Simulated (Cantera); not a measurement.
Feed: 1 mol TiO2, 0.23 mol MgCl2, 2 mol O2, at 320000 Pa.

Cantera equilibrium calculation (NASA polynomials, part measured and part estimated; ideal gas, pure solids and liquids). Candidate condensed phases: Mg, MgCl2, MgO, MgTiO3, MgTi2O5, Mg2TiO4, Ti, TiCl2, TiCl3, TiCl4, TiO, TiO2, Ti2O3, Ti3O5, Ti4O7; 20 gas species. Mutual solubility and eutectic melting of coexisting phases are not modelled. Condensed phases not in the tables: TiOCl, alloys, solid solutions and most ternary compounds. Rates play no part.

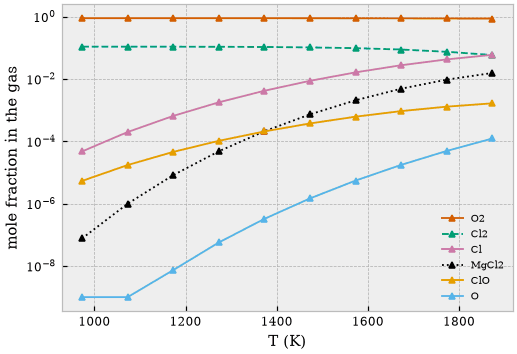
Figure. Equilibrium gas composition (values under 1e-9 drawn at 1e-9)

**Question.** Read off the mole fractions at 1773 K.

**Answer.** O2 about 0.87, Cl2 about 0.075, Cl about 0.042, MgCl2 about 0.0095, ClO about 0.0013, O about 4.9e-5.
